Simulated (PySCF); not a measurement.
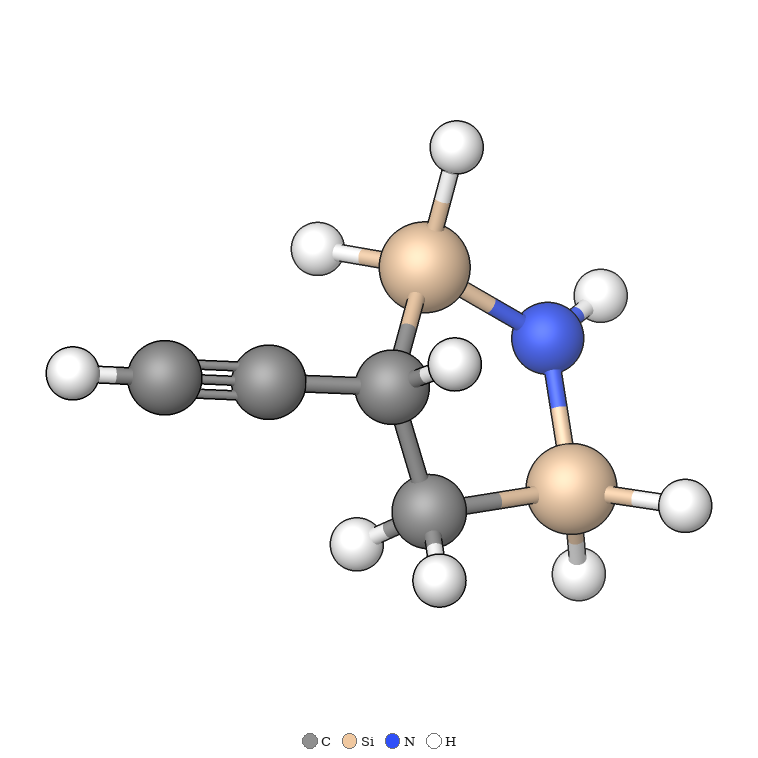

Computed geometry: PBE0-D3(BJ)/def2-SVP optimisation. No frequency run is at hand to confirm it as a minimum.

Draw it as a skeletal formula.

SMILES: C#C[C@H]1C[SiH2]N[SiH2]1

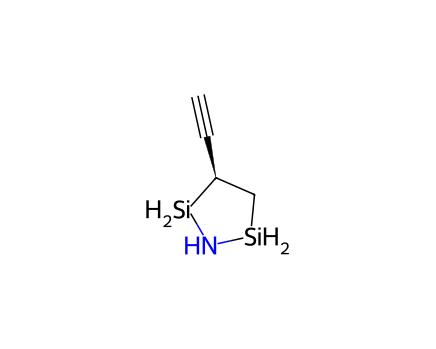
